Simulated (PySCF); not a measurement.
**C4H4, SMILES `C=C1C=C1`: what the electrons do**

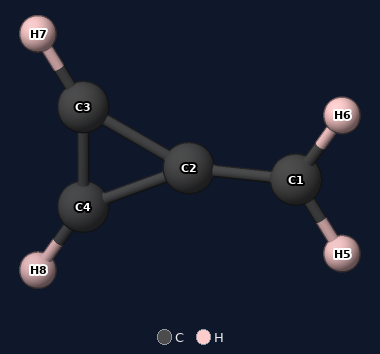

The molecule, with its atoms numbered as below. No frequency check shows the geometry to be a minimum.

Cartesian coordinates (Å):

```
C1      -1.5796    0.0002    0.0000
C2      -0.2704   -0.0005    0.0000
C3       1.0197   -0.6618    0.0000
C4       1.0198    0.6620    0.0000
H5      -2.1417    0.9183    0.0000
H6      -2.1418   -0.9177    0.0000
H7       1.5730   -1.5700    0.0000
H8       1.5731    1.5702    0.0000
```

### 1. Removing or adding an electron

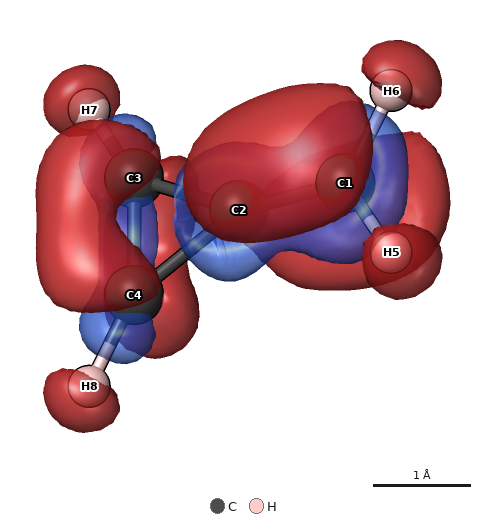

Fukui function f⁻ = ρ(N) − ρ(N−1) at fixed geometry, surfaces at ±0.03 e/Å³ (red positive, blue negative).

PySCF calculation, r2SCAN/aug-cc-pVDZ, gas phase; geometry: GFN2-xTB.

Question: Which atoms respond most to the removal of an electron?

Answer: f⁻ (Hirshfeld-condensed) is largest on C1 (0.28); the vertical ionisation energy is 8.22 eV. Condensed values hint at sites of electrophilic attack but needn't mark the atom that reacts. Orbital relaxation makes it negative in places (0.18 e in all).

### 2. Magnetic shielding

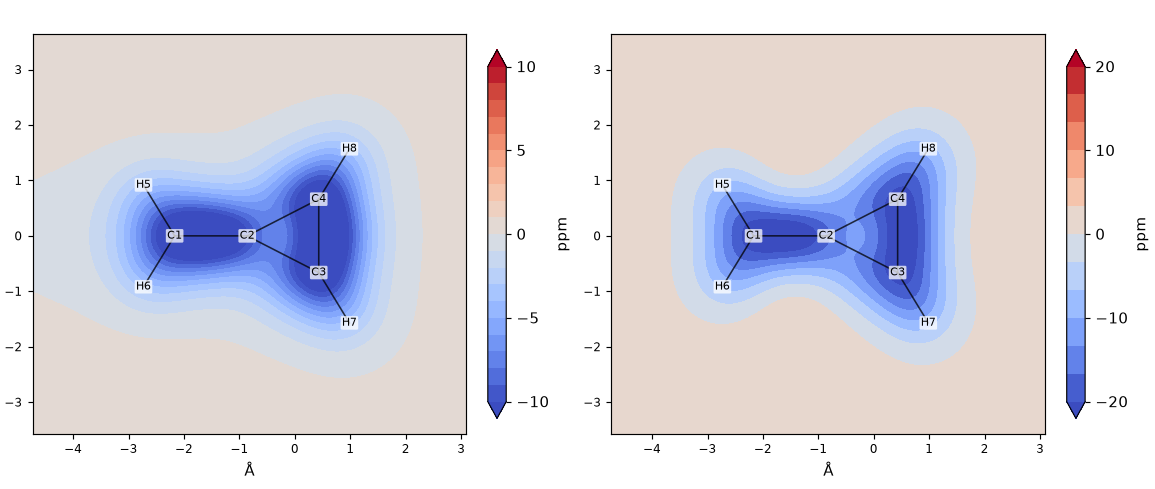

Isotropic NICS 1.0 Å above the plane of the 3-membered ring C2/C3/C4 (left) and NICSzz (the component normal to the ring) 1.0 Å above the plane of the same ring (right); GIAO shieldings; atoms are projected onto the map; negative values mean shielding.

Computed with PySCF, HF/cc-pVDZ, geometry: GFN2-xTB.

Question: Is the ring aromatic by this magnetic criterion?

Answer: It is shielded above its centre; in a three-membered ring σ bonds weigh heavily, so the values alone don't measure π aromaticity: NICS(0) = −25.4, NICS(1) = −9.4, NICS(1)zz = −15.3 ppm.

### 3. Stretching a bond

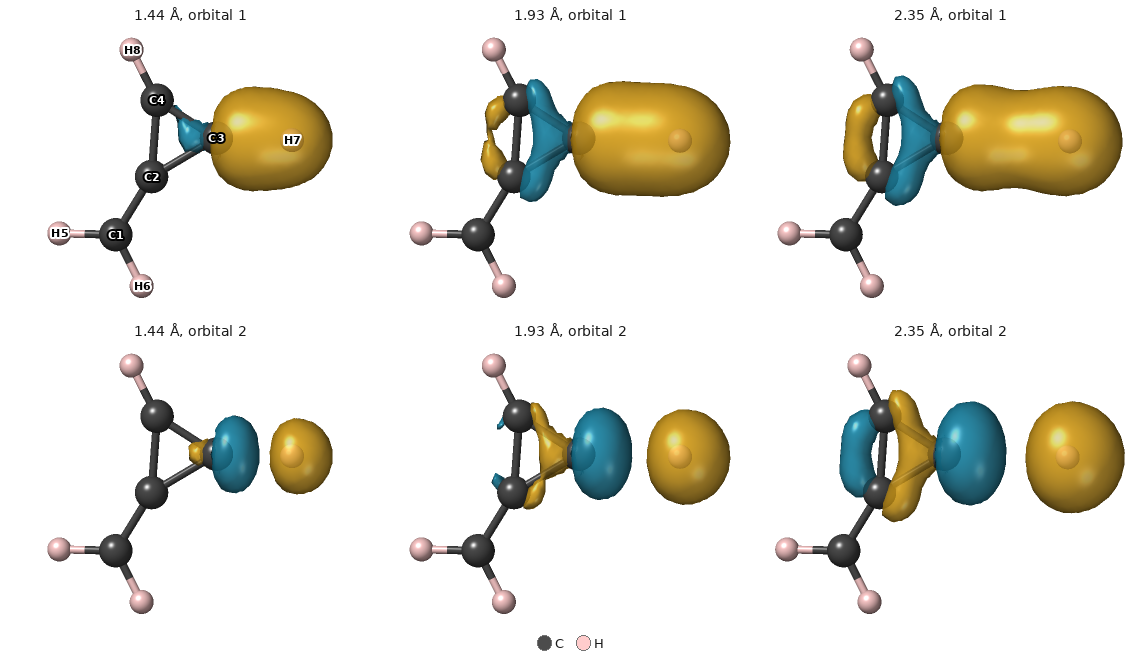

Rigid stretch of the C3–H7 bond. The two CASSCF(2,2) natural orbitals nearest half filling (orbital 1 the more occupied).

Level of theory: 6-31G* basis (PySCF), at a geometry from GFN2-xTB.

Question: How do the occupations change along the stretch?

Answer: 1.44 Å: 1.95 and 0.05; 1.93 Å: 1.81 and 0.19; 2.35 Å: 1.59 and 0.41. At the longest distance computed (3.00 Å) they are 1.26 and 0.74, and the effective number of unpaired electrons is 1.7.

UHF's ⟨S²⟩ passes 1 along the scan (up to 1.15), so it also polarises electrons outside the stretched bond; its energy lowering isn't due to that bond alone.

Question: Where does the UHF solution part from RHF?

Answer: Between 1.44 Å (⟨S²⟩ = 0, the two coincide) and 1.66 Å (⟨S²⟩ = 0.19); at 3.00 Å ⟨S²⟩ is 1.15 and UHF lies 3.8 eV below RHF.

Question: How much energy does the stretch cost?

Answer: By CASSCF, 4.7 eV from the lowest point of the scan (1.07 Å) to 3.00 Å; RHF gives 8.0 eV from its own lowest point. The fragments aren't relaxed and dynamic correlation is missing, so this isn't a bond dissociation energy.
